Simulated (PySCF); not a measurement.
**C5H9FO2, SMILES `FCCC1OCCO1`: what the electrons do**

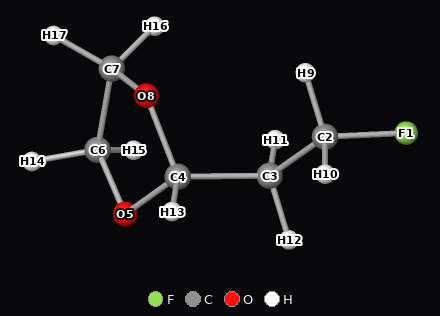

The molecule, with its atoms numbered as below. No frequency check shows the geometry to be a minimum.

Coordinates in Å:

```
F1      -3.1457   -0.0660   -0.5311
C2      -2.0648   -0.2368    0.2996
C3      -0.8896    0.5933   -0.1913
C4       0.3441    0.3590    0.6983
O5       1.4374    1.1362    0.2926
C6       2.1627    0.3697   -0.6491
C7       1.7126   -1.0839   -0.3876
O8       0.7735   -0.9771    0.6656
H9      -1.8222   -1.3039    0.2956
H10     -2.3833    0.0700    1.3010
H11     -0.6579    0.3145   -1.2209
H12     -1.1372    1.6552   -0.1683
H13      0.1077    0.6157    1.7389
H14      3.2254    0.5282   -0.4587
H15      1.9262    0.6881   -1.6714
H16      1.2494   -1.5291   -1.2760
H17      2.5255   -1.7263   -0.0449
```

### 1. Bonding charge

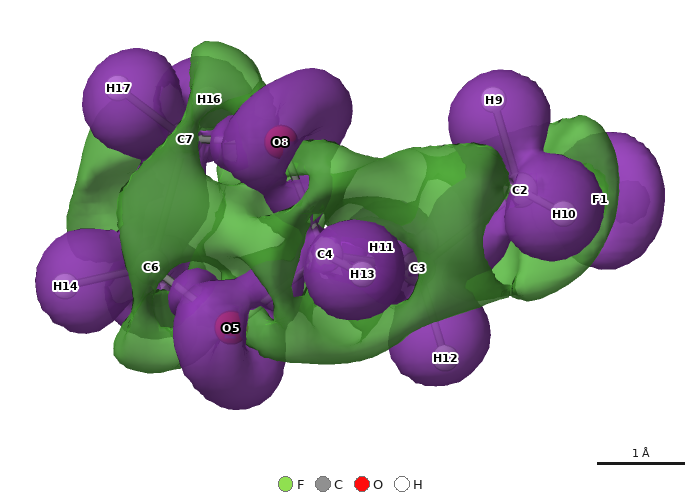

Deformation density (molecule less spherical, spin-averaged free atoms at the same positions), surfaces at ±0.06 e/Å³; purple: gain, green: loss.

Computed with PySCF, BP86/def2-SVP, geometry: GFN2-xTB.

**Describe the bonding that the map shows.**

The five largest and four smallest: C4–H13: +0.75 e/Å³ at the bond critical point (bond length 1.10 Å, Mayer order 0.9). C2–H9: +0.73 e/Å³ at the bond critical point (bond length 1.09 Å, Mayer order 0.9). C2–H10: +0.72 e/Å³ at the bond critical point (bond length 1.09 Å, Mayer order 0.9). C7–H17: +0.71 e/Å³ at the bond critical point (bond length 1.09 Å, Mayer order 0.9). C6–H14: +0.71 e/Å³ at the bond critical point (bond length 1.09 Å, Mayer order 0.9). C4–O8: +0.20 e/Å³ at the bond critical point (bond length 1.40 Å, Mayer order 1.0). O5–C6: +0.13 e/Å³ at the bond critical point (bond length 1.41 Å, Mayer order 1.0). C7–O8: +0.12 e/Å³ at the bond critical point (bond length 1.42 Å, Mayer order 1.0). F1–C2: −0.05 e/Å³ at the bond critical point (bond length 1.37 Å, Mayer order 1.0); up to 0.6 Å beside the axis the gain reaches +0.17 e/Å³. In all, 3.7 electrons gather in the regions of gain relative to the promolecule. A small or negative value marks a very polar bond, one between electron-rich atoms, whose free-atom densities already overlap strongly, a long bond to a heavier atom, or a closed-shell contact such as a hydrogen bond.

**Where do the Hirshfeld charges lie?**

The highest Hirshfeld charge is on C4 (+0.11 e), the lowest on O5 (−0.14 e).

### 2. Bond critical points

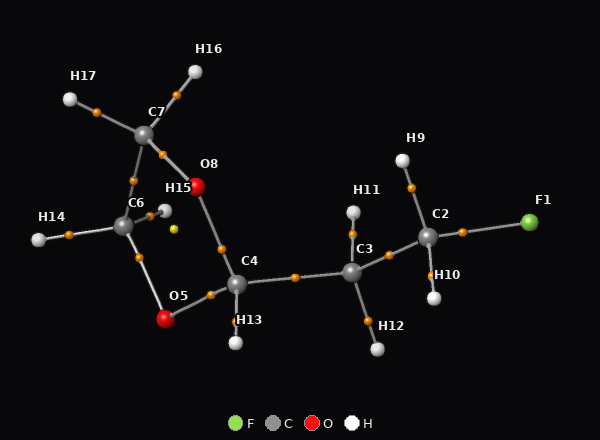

Molecular graph of the electron density (QTAIM): bond paths, bond critical points (orange), ring points (yellow, if any); weak paths are dashed.

**How many critical points of each kind are there, and does the count close?**

17 nuclei, 17 bond, 1 ring and 0 cage critical points: 17 − 17 + 1 − 0 = 1, as the Poincaré–Hopf relation requires.

**Give the properties at the bond critical points.**

| bond | length (Å) | ρ (a.u.) | ∇²ρ (a.u.) | ε | H (a.u.) |
| --- | --- | --- | --- | --- | --- |
| C4–H13 | 1.098 | 0.285 | −1.10 | 0.02 | −0.308 |
| C2–H9 | 1.094 | 0.283 | −1.08 | 0.05 | −0.306 |
| C2–H10 | 1.095 | 0.281 | −1.06 | 0.05 | −0.302 |
| C7–H17 | 1.091 | 0.281 | −1.06 | 0.04 | −0.303 |
| C6–H14 | 1.091 | 0.281 | −1.06 | 0.04 | −0.303 |
| C7–H16 | 1.096 | 0.278 | −1.02 | 0.04 | −0.295 |
| C6–H15 | 1.097 | 0.278 | −1.02 | 0.04 | −0.295 |
| C4–O5 | 1.401 | 0.274 | −0.61 | 0.11 | −0.385 |
| C3–H12 | 1.091 | 0.274 | −0.99 | 0.01 | −0.291 |
| C3–H11 | 1.092 | 0.273 | −0.97 | 0.01 | −0.288 |
| C4–O8 | 1.404 | 0.272 | −0.60 | 0.10 | −0.381 |
| O5–C6 | 1.414 | 0.259 | −0.49 | 0.02 | −0.354 |
| C7–O8 | 1.415 | 0.258 | −0.48 | 0.02 | −0.352 |
| C2–C3 | 1.520 | 0.250 | −0.57 | 0.04 | −0.199 |
| C3–C4 | 1.539 | 0.245 | −0.55 | 0.03 | −0.193 |
| C6–C7 | 1.544 | 0.243 | −0.54 | 0.05 | −0.190 |
| F1–C2 | 1.374 | 0.241 | −0.04 | 0.02 | −0.330 |

**What kind of interaction is C7–O8?**

Shared-shell (covalent): ρ = 0.258, ∇²ρ = −0.48, H = −0.352 a.u.

### 3. Local ionisation energy

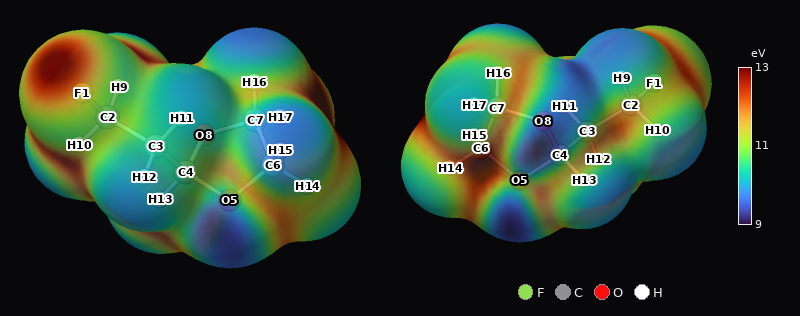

Average local ionisation energy on the surface of electron density 0.001 a.u. (back view left, front view right).

**Where are the most loosely bound electrons on this surface?**

The lowest value is 9.0 eV, 1.7 Å from O5. Further minima include 9.1 eV, 1.8 Å from O5; 9.3 eV, near O8 (1.79 Å) and H9 (1.87 Å); 9.6 eV, 1.4 Å from H15. For comparison, the highest occupied orbital lies at −6.0 eV.

**What volume does the surface enclose, and what is the dipole moment?**

About 142 Å³; the dipole moment is 1.9 D.

### 4. Excited states

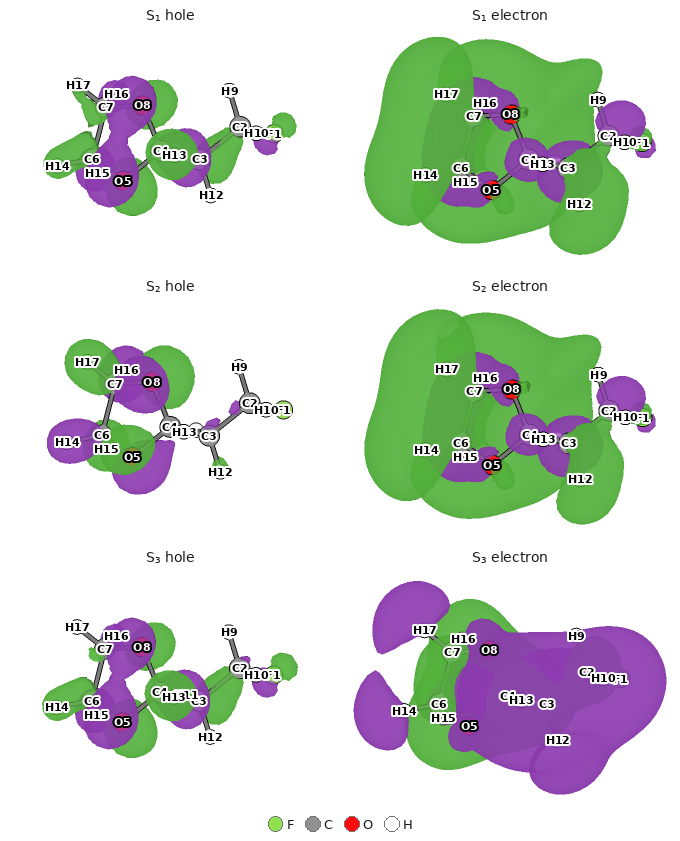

Leading natural transition orbitals (TDA singlet states).

PySCF calculation, B3LYP/def2-SVP, gas phase; geometry: GFN2-xTB. Without diffuse functions Rydberg states are missing, so the states' numbers hold for this basis only.

**Describe these excited states.**

By state:
- S₁: 7.42 eV (167 nm), f = 0.016; the leading pair carries 100 %; hole on O5 (33 %), O8 (20 %) and C3 (12 %), electron on H16 (14 %), H11 and H15 (12 % each) and C7 (12 %); their centroids lie 1.4 Å apart.
- S₂: 7.68 eV (161 nm), f = 0.001 (very weak); the leading pair carries 99 %; hole on O8 (38 %), O5 (24 %) and C7 (8 %), electron on H16 (15 %), C7 (13 %) and H15 (12 %); their centroids lie 1.1 Å apart.
- S₃: 8.26 eV (150 nm), f = 0.004, partly diffuse acceptor orbital, which a basis without diffuse functions describes poorly; the leading pair carries 99 %; hole on O5 (36 %), O8 (17 %) and C3 (12 %), electron on H13 (24 %), C4 (12 %) and H10 (12 %) (atom shares of so diffuse an orbital are rough); their centroids lie 0.9 Å apart.

### 5. In an electric field

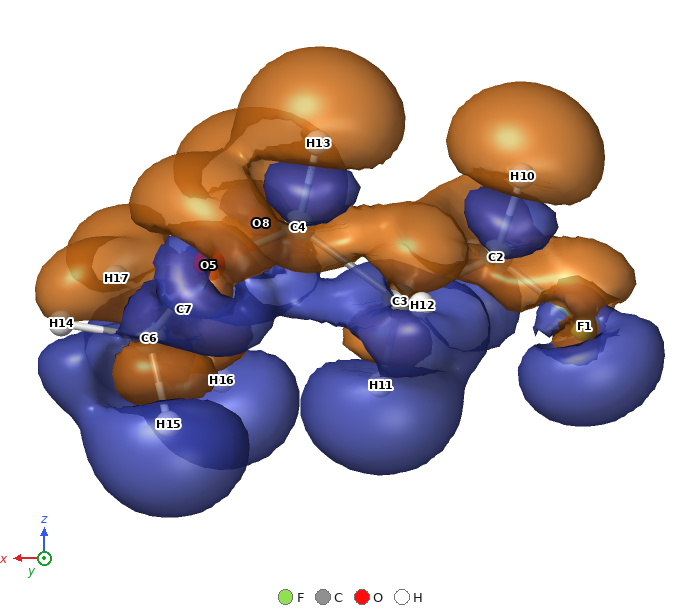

Change of the electron density in a uniform field of 0.51 V/Å, surfaces at ±0.002 e/Å³ (orange: gain, blue: loss).

Computed with PySCF, ωB97X/6-31+G*, geometry: GFN2-xTB. The basis has diffuse s and p functions alone, which still leaves polarisabilities too small, most of all across bonds.

The field was applied in both directions; the picture shows the one opposite to the script's first.

**Along which Cartesian direction does the field point?**

Along −z: electrons gather on the +z side, against the field.

**How large is the response?**

The induced dipole is 1.48 D (along the field); α along this axis, from the fields in both directions, is 58 bohr³ (8.6 Å³).
